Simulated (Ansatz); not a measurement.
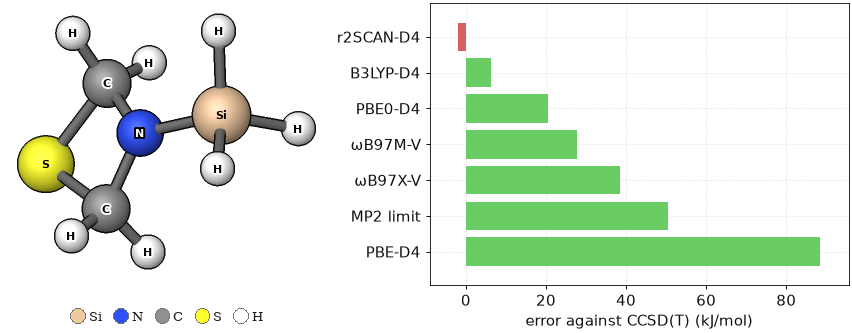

Error in the electronic atomisation energy (method less reference, so positive means overbinding) of C₂H₇NSSi, SMILES [SiH3]N1CSC1: functionals in def2-TZVPP against frozen-core CCSD(T) at the limit (MP2 extrapolated from triple and quadruple zeta, plus CCSD(T) less MP2 in a smaller set), which gives 4196.6 kJ/mol, at a PBE0-D4/def2-TZVP geometry (no frequency check), no zero-point or spin-orbit term, the Ansatz code. The reference leaves out core correlation, a term that grows with the number of heavy atoms. Limit means the basis limit.

Which of these levels overbind, and which underbind?

Overbind: ωB97M-V, ωB97X-V, MP2 limit and PBE-D4. Underbind: none clearly. Within 25 kJ/mol of zero, too close to call in view of what the reference leaves out: r2SCAN-D4, B3LYP-D4 and PBE0-D4.

Give the values.

| level | kJ/mol |
| --- | --- |
| r2SCAN-D4 | −1.9 |
| B3LYP-D4 | 6.3 |
| PBE0-D4 | 20.5 |
| ωB97M-V | 27.7 |
| ωB97X-V | 38.4 |
| MP2 limit | 50.4 |
| PBE-D4 | 88.4 |
